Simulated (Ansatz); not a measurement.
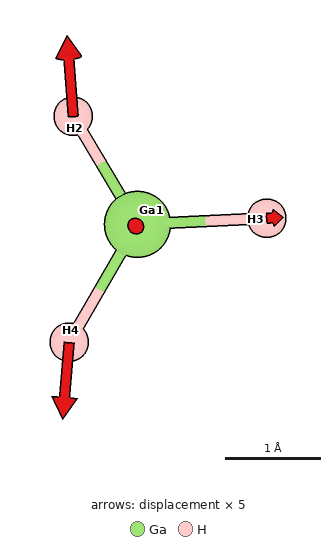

This is a relaxation of GaH3 (coarse preliminary run). The starting structure is drawn; red arrows show the displacements, 5 times their true length. The two geometries are superimposed by the best rigid fit.

Style: ball-and-stick. Shown at a tilt.

The start comes from a force field.

These are results of RKS PBE-D4/def2-SVP in Ansatz, not measurements.

Input file:
```yaml
crystal:
  periodic: [false, false, false]
  atoms:
    - {symbol: Ga, position_ang: [0.044900, -0.019800, -0.019200]}
    - {symbol: H, position_ang: [1.123800, 0.376400, 0.788600]}
    - {symbol: H, position_ang: [-0.551400, -1.455400, -0.003500]}
    - {symbol: H, position_ang: [-0.561900, 1.038600, -0.786200]}
basis:
  gaussian: {orbitals: def2-SVP}
hamiltonian: {xc: pbe, dispersion: d4}
relax: {f_tol: 0.03, max_steps: 200}
```

**Atoms of which element are displaced furthest, and by how much?**

Hydrogen: up to 0.18 Å, against 0.04 Å for gallium.

**What happened in the run?**

The atom that moves furthest after the best rigid fit is H2 (0.18 Å). Largest moves by element: H 0.18 Å, Ga 0.04 Å. Near-neighbour distances that change, for instance: Ga1–H2 1.405 → 1.582 Å, Ga1–H4 1.441 → 1.582 Å, Ga1–H3 1.555 → 1.582 Å. Among the angles between lasting bonds that change: H2–Ga1–H4 115.0° → 120.0°, H2–Ga1–H3 123.3° → 120.0°. After 2 geometry steps the energy has fallen by 10.6 kcal/mol. Largest force component: 2.8 eV/Å at the start, 0.013 eV/Å at the end.
